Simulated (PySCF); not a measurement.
# Zr(OH)2: structure of the singlet

Where does singlet Zr(OH)2 go from a PBE0 minimum start, is the end point a minimum, and what are its modes, charges and moments?

The runs use PySCF 2.14.0; PBE0, basis Zr def2-TZVP with ECP28, O def2-TZVP, H def2-TZVP, scalar-relativistic core potentials, no spin–orbit coupling, density fitting.

## (1) The starting structure

5 atoms, charge 0, spin multiplicity 1.

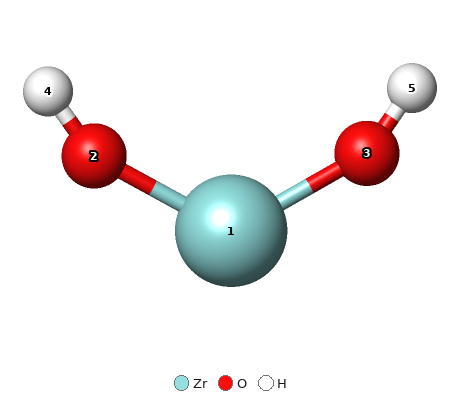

As it starts; zirconium light teal, oxygen red, hydrogen white; atoms are numbered from 1 in the order of the file.

```xyz
5
charge 0 multiplicity 1
Zr   -0.2636    0.0000    0.0000
O     0.6508    1.6500    0.0000
O     0.6508   -1.6500    0.0000
H     1.4301    2.2014    0.0000
H     1.4301   -2.2014    0.0000
```

## (2) First SCF at the start

The steps below are one call of a driver around PySCF. For each, scf.py gives the equivalent set-up of the SCF; relaxations use the driver's own optimiser. After this first run the driver tries any further starts and a stability analysis.

scf.py reads:

```python
from pyscf import gto, scf, dft
mol = gto.M(atom='''
Zr    -0.263630    -0.000000    -0.000000
O      0.650800     1.649980     0.000000
O      0.650800    -1.649980     0.000000
H      1.430090     2.201420    -0.000000
H      1.430090    -2.201420    -0.000000''',
    basis={'Zr': 'def2-TZVP', 'O': 'def2-TZVP', 'H': 'def2-TZVP'},
    ecp={'Zr': 'def2-TZVP'},
    charge=0, spin=0)
mf = dft.RKS(mol, xc='PBE0')
mf.grids.atom_grid = (50, 194)
aux = {'Zr': 'def2-universal-JKFIT', 'O': 'def2-universal-JKFIT', 'H': 'def2-universal-JKFIT'}
mf = mf.density_fit(auxbasis=aux)
mf.conv_tol = 1e-08
mf.diis_space = 10
mf.max_cycle = 60
mf.init_guess = 'minao'
mf.verbose = 4
mf.kernel()
```

Launch:

```console
OMP_NUM_THREADS=4 python axn.py task.json out
```

Output, cut to the lines that bear on the results:

```text
[... the frontier levels of the middle cycles are left out ...]
init E= -193.231061585027
  HOMO = -0.439736841294191  LUMO = -0.437612274428227  gap/eV = 0.05781
cycle= 1 E= -198.14076669645  delta_E= -4.91  |g|= 1.33  |ddm|= 4.65
  HOMO = 0.00569391319028512  LUMO = 0.0408918419374922  gap/eV = 0.95778
cycle= 2 E= -197.765053432643  delta_E= 0.376  |g|= 1.83  |ddm|= 5.23
  HOMO = -0.130150222764648  LUMO = -0.0836655015884133  gap/eV = 1.26491
cycle= 3 E= -198.623156690226  delta_E= -0.858  |g|= 0.179  |ddm|= 4.76
cycle= 4 E= -198.625959522727  delta_E= -0.0028  |g|= 0.224  |ddm|= 0.504
cycle= 5 E= -198.637310401292  delta_E= -0.0114  |g|= 0.0662  |ddm|= 0.233
cycle= 6 E= -198.639270781477  delta_E= -0.00196  |g|= 0.0244  |ddm|= 0.162
cycle= 7 E= -198.639993679821  delta_E= -0.000723  |g|= 0.0124  |ddm|= 0.131
cycle= 8 E= -198.640247485205  delta_E= -0.000254  |g|= 0.00453  |ddm|= 0.118
cycle= 9 E= -198.640253329545  delta_E= -5.84e-06  |g|= 0.00193  |ddm|= 0.0178
cycle= 10 E= -198.640255638638  delta_E= -2.31e-06  |g|= 0.000348  |ddm|= 0.0095
cycle= 11 E= -198.640255678379  delta_E= -3.97e-08  |g|= 3.67e-05  |ddm|= 0.000759
cycle= 12 E= -198.640255679047  delta_E= -6.69e-10  |g|= 4.83e-06  |ddm|= 0.00011
  HOMO = -0.160633073193043  LUMO = -0.0700862367848186  gap/eV = 2.46390
Extra cycle  E= -198.640255679048  delta_E= -3.41e-13  |g|= 4.73e-06  |ddm|= 1.4e-05
converged SCF energy = -198.640255679048
```

This step, with its further starts and checks, took 3 s on 4 threads of Arm Neoverse V2, shared host.

The test of internal stability found no lower closed-shell solution.

## (3) PBE0 minimum start, singlet: relaxation

The program finds C2v symmetry in the start, which this walk keeps.

Edit scf.py of step 2 so:

```diff
@@ -3 +3 @@
-Zr    -0.263630    -0.000000    -0.000000
+Zr    -0.263630     0.000000     0.000000
@@ -6,2 +6,2 @@
-H      1.430090     2.201420    -0.000000
-H      1.430090    -2.201420    -0.000000''',
+H      1.430090     2.201420     0.000000
+H      1.430090    -2.201420     0.000000''',
@@ -18 +17,0 @@
-mf.init_guess = 'minao'
```

Energy and gradient, step by step:

```csv
step,energy (Eh),change (kJ/mol),largest symmetric gradient (Eh/bohr)
0,-198.640256,0.00,0.00045
1,-198.640257,0.00,0.00025
```

The walk took 2.2 s.

Geometry (Å) and forces (eV/Å) at some steps:

```
step 0
Zr  -0.264   0.000   0.000   0.023   0.000   0.000
O    0.651   1.650   0.000  -0.008  -0.001   0.000
O    0.651  -1.650   0.000  -0.008   0.001   0.000
H    1.430   2.201   0.000  -0.003  -0.002   0.000
H    1.430  -2.201   0.000  -0.003   0.002   0.000
step 1
Zr  -0.263   0.000   0.000   0.013   0.000   0.000
O    0.651   1.650   0.000  -0.005   0.004   0.000
O    0.651  -1.650   0.000  -0.005  -0.004   0.000
H    1.430   2.202   0.000  -0.001   0.000   0.000
H    1.430  -2.202   0.000  -0.001   0.000   0.000
```

End point (C2v, 1 steps, 0.0 kJ/mol gained): O–H 0.955 Å (×2), Zr–O 1.886 Å (×2); H–O–Zr 154.3° (×2), O–Zr–O 122.1°.

## (4) Vibrations and properties at this point

The point is checked on the finer grid, and tightened if its gradient asks for it. The Hessian and the dipole derivatives come from central differences of analytic gradients, with steps of 0.02 bohr.

Edit scf.py of step 3 so:

```diff
@@ -3,5 +3,5 @@
-Zr    -0.263630     0.000000     0.000000
-O      0.650800     1.649980     0.000000
-O      0.650800    -1.649980     0.000000
-H      1.430090     2.201420     0.000000
-H      1.430090    -2.201420     0.000000''',
+Zr    -0.265558     0.000000     0.000000
+O      0.650496     1.648937     0.000000
+O      0.650496    -1.648937     0.000000
+H      1.429426     2.200796     0.000000
+H      1.429426    -2.200796     0.000000''',
@@ -12 +12 @@
-mf.grids.atom_grid = (50, 194)
+mf.grids.atom_grid = (75, 302)
@@ -15 +15 @@
-mf.conv_tol = 1e-08
+mf.conv_tol = 1e-10
```

The driver hands on the density of the step before, so the log starts near convergence.

Log of the central SCF (cycles and frontier levels):

```text
init E= -198.640310063168
  HOMO = -0.160575388133719  LUMO = -0.0699951952453269  gap/eV = 2.46481
cycle= 1 E= -198.640310063171  delta_E= -3.07e-12  |g|= 2.61e-06  |ddm|= 1.2e-05
  HOMO = -0.16057612809259  LUMO = -0.0699962511829188  gap/eV = 2.46480
Extra cycle  E= -198.64031006317  delta_E= 4.55e-13  |g|= 3.37e-06  |ddm|= 9.79e-06
converged SCF energy = -198.64031006317
```

The whole step took 33 s.

Geometry: C2v; O–H 0.955 Å (×2), Zr–O 1.886 Å (×2); H–O–Zr 154.4° (×2), O–Zr–O 121.9°.

Modes, for the most abundant isotopes:

| symmetry | ω (cm⁻¹) | IR (km/mol) |
| --- | --- | --- |
| a1 | 118 | 0.2 |
| b1 | 360 | 152 |
| a2 | 378 | 0.0 |
| b2 | 389 | 175 |
| a1 | 420 | 30.2 |
| b2 | 734 | 106 |
| a1 | 741 | 52.3 |
| b2 | 3974 | 270 |
| a1 | 3977 | 321 |

No imaginary mode, so this is a minimum.

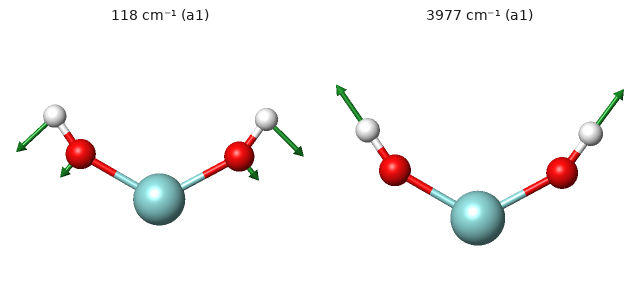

Displacements of 2 of the modes, as arrows (one member where a mode is degenerate).

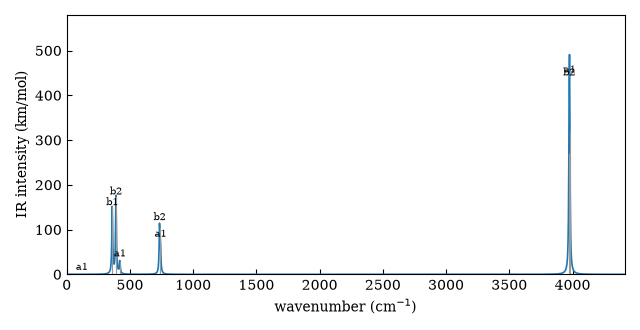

The harmonic infrared spectrum (widths in cm⁻¹). Lines are broadened to a width of 8 cm⁻¹ (Lorentzian).

Properties at this point:

| Quantity | Value |
| --- | --- |
| Dipole moment | 2.38 D |
| Highest occupied level | -4.37 eV |
| Lowest empty level | -1.90 eV |
| Rotational constants | 0.7026, 0.1743, 0.1396 cm⁻¹ |
| Zero-point energy | 66.3 kJ/mol |
| Principal polarisabilities | 82.9, 107.3, 117.7 bohr³ |
| Atomisation energy without zero-point energy | 1888 kJ/mol |
| Principal traceless quadrupole moments about the centre of mass | -9.35, 4.18, 5.17 D Å |
| Entropy at 298.15 K and 1 bar | 296.2 J/(mol K) |
| Heat capacity Cp at 298.15 K | 72.8 J/(mol K) |
| Enthalpy at 298.15 K above 0 K | 15.66 kJ/mol |
| Rotational symmetry number | 2 |

Charges (e) and bond orders:

```tsv
atom	Mulliken	Löwdin	polar tensor	Mayer order to Zr1
Zr1	0.69	0.25	0.76	–
O2,3	-0.69	-0.29	-0.73	1.11
H4,5	0.34	0.16	0.35	0.03
```

Mulliken populations on Zr1 (outside its core potential): s 3.34, p 6.19, d 1.69, f 0.08.

## (5) The broken-symmetry singlet

A stability analysis found the closed shell of the lowest minimum unstable towards spin polarisation, so the unrestricted solution is followed.

The program finds C2v symmetry in the start, which may break. The walk stops when the largest gradient is under 0.0003 Eh/bohr and the energy has settled too.

Edit scf.py of step 4 so:

```diff
@@ -3,5 +3,5 @@
-Zr    -0.265558     0.000000     0.000000
-O      0.650496     1.648937     0.000000
-O      0.650496    -1.648937     0.000000
-H      1.429426     2.200796     0.000000
-H      1.429426    -2.200796     0.000000''',
+Zr    -0.264070     0.000000     0.000000
+O      0.651984     1.648937     0.000000
+O      0.651984    -1.648937     0.000000
+H      1.430914     2.200796     0.000000
+H      1.430914    -2.200796     0.000000''',
@@ -11,2 +11,2 @@
-mf = dft.RKS(mol, xc='PBE0')
-mf.grids.atom_grid = (75, 302)
+mf = dft.UKS(mol, xc='PBE0')
+mf.grids.atom_grid = (50, 194)
@@ -15 +15 @@
-mf.conv_tol = 1e-10
+mf.conv_tol = 1e-08
```

Steps of the walk:

```csv
step,energy (Eh),change (kJ/mol),largest gradient (Eh/bohr)
0,-198.648109,0.00,0.00959
1,-198.648568,-1.20,0.00252
2,-198.648887,-2.04,0.00597
3,-198.649143,-2.71,0.00776
4,-198.649262,-3.03,0.00773
5,-198.649448,-3.52,0.00576
6,-198.649637,-4.01,0.00074
7,-198.649656,-4.06,0.00075
8,-198.649664,-4.08,0.00068
9,-198.649673,-4.11,0.00079
10,-198.649683,-4.13,0.00073
11,-198.649678,-4.12,0.00037
12,-198.649689,-4.15,0.00031
13,-198.649689,-4.15,0.00005
```

The walk took 30 s.

Positions (Å) and forces (eV/Å) along the way:

```
step 0
Zr  -0.264   0.000   0.000  -0.327   0.000   0.000
O    0.652   1.649   0.000   0.206   0.493   0.000
O    0.652  -1.649   0.000   0.206  -0.493   0.000
H    1.431   2.201   0.000  -0.043   0.013   0.000
H    1.431  -2.201   0.000  -0.043  -0.013   0.000
step 1
Zr  -0.257   0.000   0.000   0.059   0.000   0.000
O    0.653   1.668   0.000  -0.068   0.130   0.000
O    0.653  -1.668   0.000  -0.068  -0.130   0.000
H    1.427   2.224   0.000   0.038   0.057   0.000
H    1.427  -2.224   0.000   0.038  -0.057   0.000
step 7
Zr  -0.082   0.000   0.000  -0.012   0.000   0.001
O    0.643   1.774   0.000   0.039  -0.003   0.000
O    0.643  -1.774   0.000   0.039   0.003   0.000
H    1.349   2.416   0.000  -0.033  -0.002   0.000
H    1.349  -2.416   0.000  -0.033   0.002   0.000
step 13
Zr  -0.058   0.000   0.000  -0.003   0.000   0.000
O    0.654   1.778  -0.001   0.002   0.000   0.001
O    0.654  -1.778   0.000   0.002   0.000  -0.001
H    1.326   2.454   0.000  -0.001  -0.001  -0.001
H    1.326  -2.454   0.000  -0.001   0.001   0.000
```

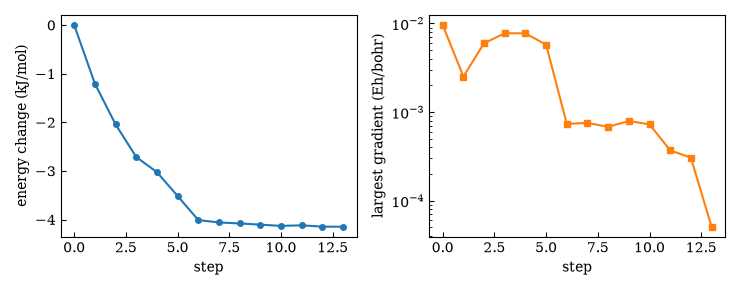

How energy and gradient fall.

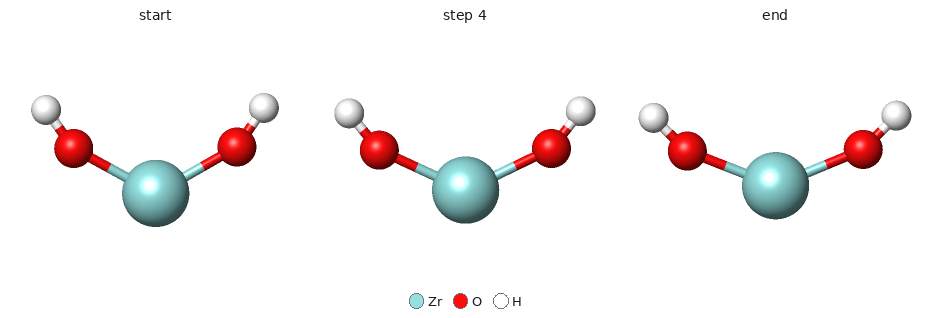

The geometry along the walk, at one scale.

It settles in C2v symmetry, 4.1 kJ/mol below the start, after 13 steps: O–H 0.954 Å (×2), Zr–O 1.915 Å (×2); H–O–Zr 157.0° (×2), O–Zr–O 136.4°.

## (6) Frequencies

As before: finer grid, then central differences.

Edit scf.py of step 5 so:

```diff
@@ -3,5 +3,5 @@
-Zr    -0.264070     0.000000     0.000000
-O      0.651984     1.648937     0.000000
-O      0.651984    -1.648937     0.000000
-H      1.430914     2.200796     0.000000
-H      1.430914    -2.200796     0.000000''',
+Zr    -0.206297     0.000000     0.000023
+O      0.505556     1.777853    -0.000057
+O      0.505556    -1.777853    -0.000056
+H      1.177984     2.454270    -0.000133
+H      1.177984    -2.454270    -0.000132''',
@@ -12 +12 @@
-mf.grids.atom_grid = (50, 194)
+mf.grids.atom_grid = (75, 302)
@@ -15 +15 @@
-mf.conv_tol = 1e-08
+mf.conv_tol = 1e-10
```

Log of the central SCF (cycles and frontier levels):

```text
init E= -198.64962799503
[... the frontier-level lines of each cycle are left out ...]
cycle= 1 E= -198.649627995058  delta_E= -2.79e-11  |g|= 1.59e-06  |ddm|= 1.12e-05
Extra cycle  E= -198.649627995086  delta_E= -2.79e-11  |g|= 1.7e-06  |ddm|= 1.11e-05
converged SCF energy = -198.649627995086  <S^2> = 0.81544258  2S+1 = 2.0644056
```

The whole step took 49 s on 4 threads of Arm Neoverse V2, shared host.

Geometry: C2v; O–H 0.954 Å (×2), Zr–O 1.915 Å (×2); H–O–Zr 157.0° (×2), O–Zr–O 136.4°.

Modes, for the most abundant isotopes:

| ω (cm⁻¹) | IR (km/mol) | μ (u) |
| --- | --- | --- |
| 88 | 1.9 | 5.39 |
| 361 | 136 | 1.25 |
| 401 | 0.0 | 1.12 |
| 407 | 59.4 | 1.20 |
| 423 | 156 | 1.17 |
| 690 | 50.2 | 8.00 |
| 705 | 160 | 8.56 |
| 3984 | 282 | 1.07 |
| 3986 | 191 | 1.07 |

Every mode is real; the point is a minimum.

The SCF density has lower symmetry than the nuclear frame, so the modes carry no labels.

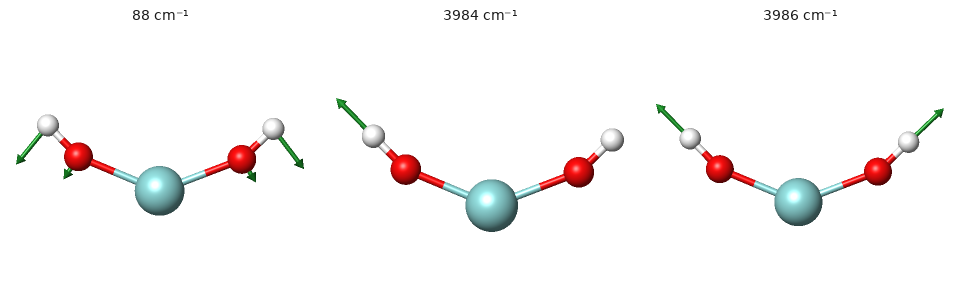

Displacements of 3 of the modes, as arrows (one member where a mode is degenerate).

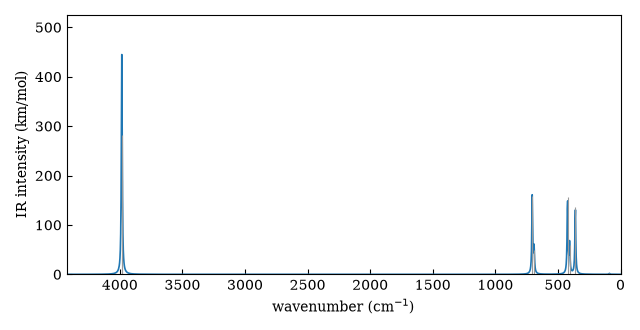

The harmonic infrared spectrum (widths in cm⁻¹). Lines are broadened to a width of 8 cm⁻¹ (Lorentzian).

Properties at this point:

```yaml
Dipole_moment: 1.91 D
Highest_occupied_level: -4.62 eV
Lowest_empty_level: -1.54 eV
Rotational_constants: 1.139, 0.1488, 0.1316 cm⁻¹
Zero-point_energy: 66.1 kJ/mol
Principal_polarisabilities: 69.9, 90.0, 99.3 bohr³
Atomisation_energy_without_zero-point_energy: 1912 kJ/mol
Principal_traceless_quadrupole_moments_about_the_centre_of_mass: -6.42, 2.53, 3.89 D Å
Entropy_at_298.15_K_and_1_bar: 297.1 J/(mol K)
Heat_capacity_Cp_at_298.15_K: 73.1 J/(mol K)
Enthalpy_at_298.15_K_above_0_K: 15.78 kJ/mol
Rotational_symmetry_number: 2
Spin_squared_⟨S²⟩: 0.815
```

Populations by atom (charges in e):

```tsv
atom	Mulliken	Löwdin	polar tensor	spin (Mulliken)	Mayer order to Zr1
Zr1	0.80	0.33	0.86	0.00	–
O2,3	-0.73	-0.33	-0.75	0.00	1.04
H4,5	0.33	0.16	0.32	0.00	0.03
```

Outer orbital energies (eV). α occupied: -26.55, -14.56, -13.17, -9.89, -9.84, -9.40, -9.34, -4.62; empty: -1.53, -1.34, -0.05, -0.02. β occupied: -26.55, -14.56, -13.17, -9.89, -9.84, -9.40, -9.34, -4.62; empty: -1.54, -1.34, -0.05, -0.02.

Mulliken populations on Zr1 (outside its core potential): s 2.99, p 6.21, d 1.93, f 0.08.

## (7) All stationary points

| spin | group | bonds | imaginary modes (cm⁻¹) | ΔE (kJ/mol) | with zero-point energy |
| --- | --- | --- | --- | --- | --- |
| broken-symmetry (Ms = 0) | C2v (density of lower symmetry) | O–H 0.954 Å (×2), Zr–O 1.915 Å (×2) | none | 0.0 | 0.0 |
| singlet | C2v | O–H 0.955 Å (×2), Zr–O 1.886 Å (×2) | none | 24.5 | 24.7 |

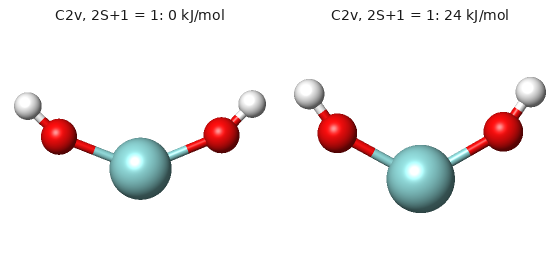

The points, lowest first (zirconium light teal, oxygen red, hydrogen white).

## (8) Results

| quantity | value |
| --- | --- |
| minimum | broken-symmetry (Ms = 0), C2v |
| geometry | O–H 0.954 Å (×2), Zr–O 1.915 Å (×2); H–O–Zr 157.0° (×2), O–Zr–O 136.4° |
| wavenumbers (cm⁻¹) | 88, 361, 401, 407, 423, 690, 705, 3984, 3986 |
| dipole moment | 1.91 D |
| highest occupied, lowest empty level (either spin) | -4.62, -1.54 eV |
| polar-tensor charge of Zr1 | +0.86 e |
| zero-point energy | 66.1 kJ/mol |
| entropy at 298.15 K | 297.1 J/(mol K) |
| atomisation energy (no zero-point energy) | 1912 kJ/mol |
| ⟨S²⟩ | 0.815 |

In words: The molecule stays C2v, as typed, and the end point is a minimum. The determinant is spin-contaminated (⟨S²⟩ = 0.82 against 0.00), so it is no pure spin state. In the infrared the band at 3984 cm⁻¹ leads. Other starts or spin states, not run here, may lie lower. The SCF density has lower symmetry than the nuclear frame.

The search up to here took 2 min.
